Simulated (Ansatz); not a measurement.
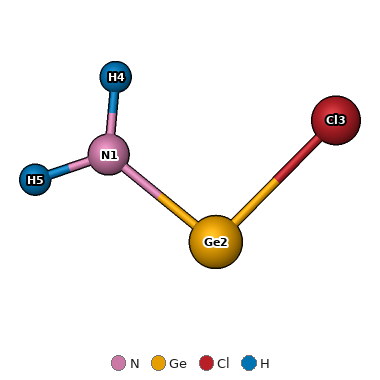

The system is ClGeH2N, SMILES [NH2][Ge][Cl]; the picture shows the reference structure. First axis: umbrella angle at N1 (between each of its bonds and their common axis; 90 is planar). Second axis: change of the bonds N1–Ge2, N1–H4, N1–H5, all alike. Nothing is relaxed (all other coordinates rigid). The grid has 15 × 15 points; 120 points were computed and 105 follow by symmetry. Points are written as (first, second). Energies: kJ/mol, counted from the lowest grid point. Level of theory: Ansatz, RKS PBE0-D4/def2-TZVP.

Its coordinates:

```xyz
5

N    -0.4935    0.2320   -0.4263
Ge   -0.1107   -1.1707    0.6527
Cl    1.8911   -0.4499    1.2484
H     0.1282    1.0100   -0.5885
H    -1.3651    0.3050   -0.9279
```

Range: umbrella angle at N1 (between each of its bonds and their common axis; 90 is planar) from 66.0 to 114.0°; change of the bonds N1–Ge2, N1–H4, N1–H5, all alike from −0.140 to 0.217 Å.

Predict the map.

Answer. The lowest grid point is at (90.0°, 0.013 Å). It is the only kind of minimum in the scanned range. The highest grid point, (66.0°, −0.140 Å), lies 215 kJ/mol above the lowest. Round the minimum the two coordinates are nearly uncoupled.

```
second ↓, first →  66.0  69.4  72.9  76.3  79.7  83.1  86.6  90.0  93.4  96.9  100.3  103.7  107.1  110.6  114.0
            0.217   167   166   166   168   170   172   174   174   174   172    170    168    166    166    167
            0.191   138   136   136   137   138   140   141   141   141   140    138    137    136    136    138
            0.166   113   110   109   109   110   111   111   111   111   111    110    109    109    110    113
            0.140    90    85    83    82    82    82    83    83    83    82     82     82     83     85     90
            0.115    70    65    61    59    59    58    58    58    58    58     59     59     61     65     70
            0.089    53    46    42    39    38    37    36    36    36    37     38     39     42     46     53
            0.064    41    33    27    24    21    20    20    19    20    20     21     24     27     33     41
            0.038    34    25    18    13    10     8     7     7     7     8     10     13     18     25     34
            0.013    33    22    14     8     4     2     0     0     0     2      4      8     14     22     33
           −0.013    39    26    17    10     5     2     1     0     1     2      5     10     17     26     39
           −0.038    52    38    27    20    14    11     8     8     8    11     14     20     27     38     52
           −0.064    75    60    48    39    33    29    26    25    26    29     33     39     48     60     75
           −0.089   108    91    78    68    61    56    54    53    54    56     61     68     78     91    108
           −0.115   155   137   122   111   103    98    95    94    95    98    103    111    122    137    155
           −0.140   215   195   179   167   158   152   148   147   148   152    158    167    179    195    215
```

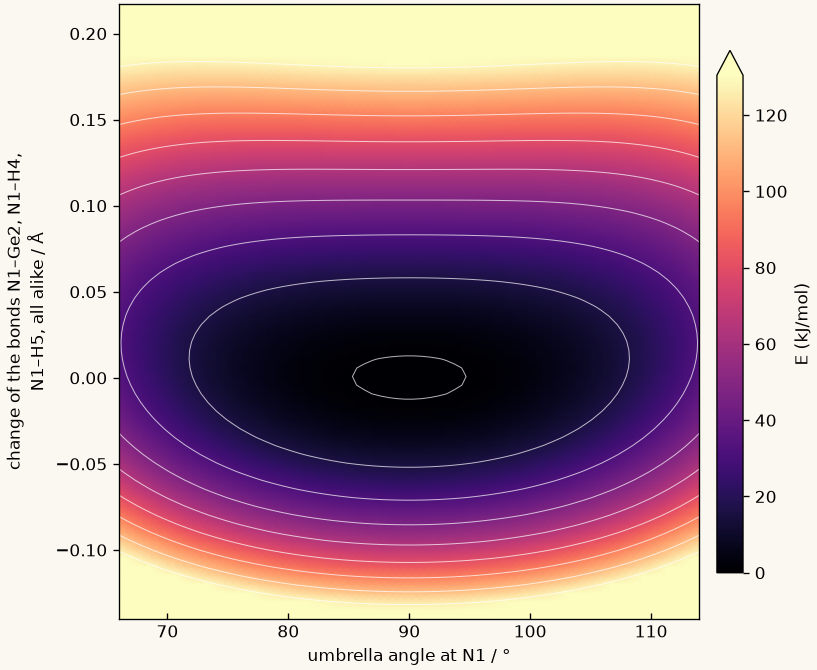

In the figure: a smooth colour map with a few white contour lines, one colour for all values above the top of the scale. Between grid points the surface is interpolated.

Time for the 120 points that were run: 9.2 min on 1 thread of Arm Neoverse V2, with other jobs on the host.
